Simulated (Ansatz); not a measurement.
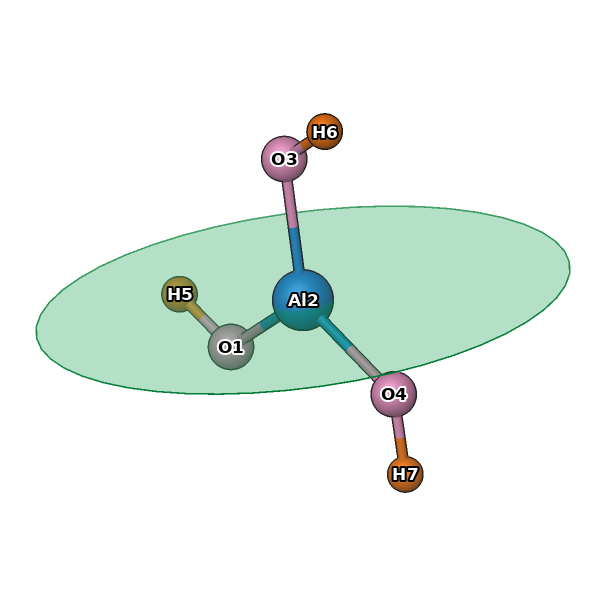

A disc through the centre of mass is drawn in. Depth is shown by fading: the farther an atom, the more it takes the colour of the background. The computed structure is the end point of a PBE-D4/def2-SVP optimisation. No frequency run is at hand to confirm it as a minimum.

Question: Is the plane of the disc a mirror plane of the structure?

Answer: No. The point group is C3h, with 1 C3 axis, 1 S3 axis and 1 mirror plane, and this plane isn't one of its mirror planes.
